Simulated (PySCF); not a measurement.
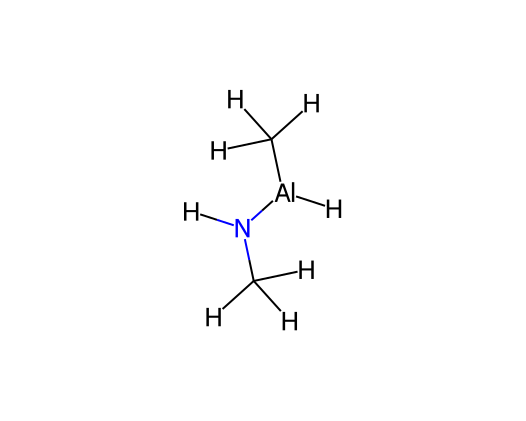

The drawing above gives the connectivity. The computed structure is the end point of a PBE0-D3(BJ)/def2-SVP optimisation. No frequency run is at hand to confirm it as a minimum.

What does the molecule look like in three dimensions?

It has 12 atoms: 2 carbon, 8 hydrogen, 1 aluminium and 1 nitrogen (C₂H₈AlN). As SMILES it reads `C[NH][AlH][CH3]`. Coordination: 2 C tetrahedral; 1 N trigonal planar; 1 Al trigonal planar.

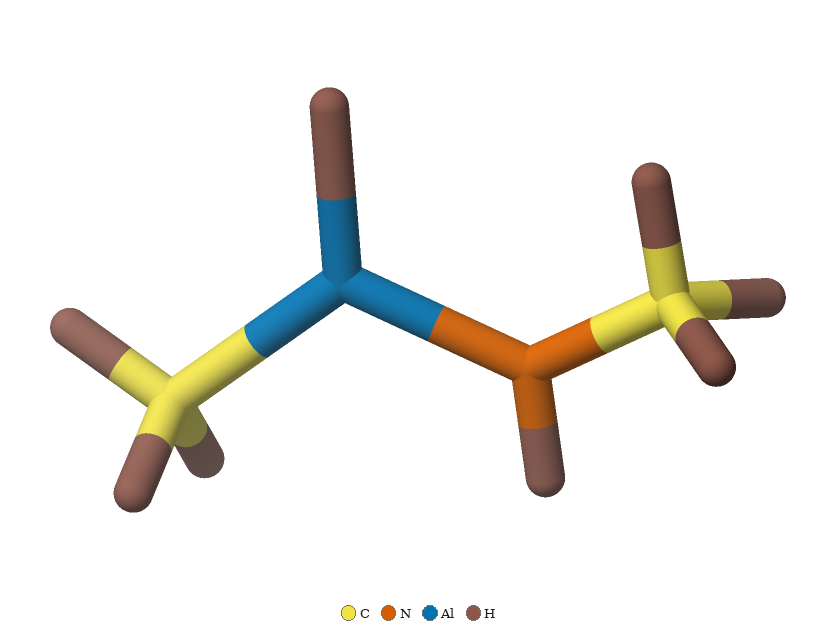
